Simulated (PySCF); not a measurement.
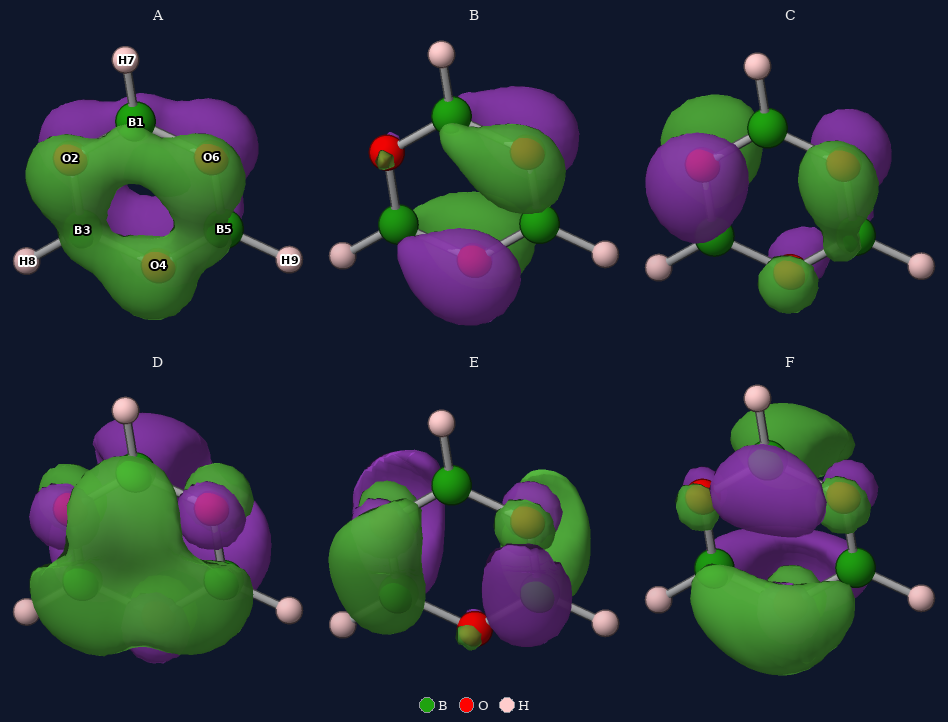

Figure. B3H3O3, SMILES `B1OBOBO1`. Natural orbitals of the π active space, CASSCF(6,6), singlet state, in order of falling occupation.

Method: def2-SVP basis; geometry: GFN2-xTB; program: PySCF. No frequency check shows the geometry to be a minimum.

Cartesian coordinates (Å):

```
B1      -1.3129   -0.3587    0.0000
O2      -0.3454   -1.3146    0.0000
B3       0.9671   -0.9577    0.0000
O4       1.3112    0.3582    0.0000
B5       0.3458    1.3163    0.0000
O6      -0.9658    0.9565    0.0000
H7      -2.4414   -0.6670    0.0000
H8       1.7983   -1.7808    0.0000
H9       0.6430    2.4478    0.0000
```

**What are the natural occupation numbers?**

A 1.99, B 1.98, C 1.98, D 0.02, E 0.01, F 0.01.

**How multiconfigurational is the state?**

The leading determinant weighs 0.97; the effective number of unpaired electrons, Σ n²(2−n)², is 0.01; the most occupied of the weakly occupied orbitals holds 0.02 e, as in an ordinary closed-shell π system. The active space lowers the energy by 1.19 eV against Hartree–Fock.

**Where does the lowest triplet lie relative to the singlet, at this geometry and within this active space?**

9.54 eV above it by strongly contracted NEVPT2 (+9.15 eV by CASSCF); a small basis tends to put such gaps a few tenths of an eV too high. This is a vertical energy for π states alone; a state that uses lone pairs or σ orbitals may lie lower.
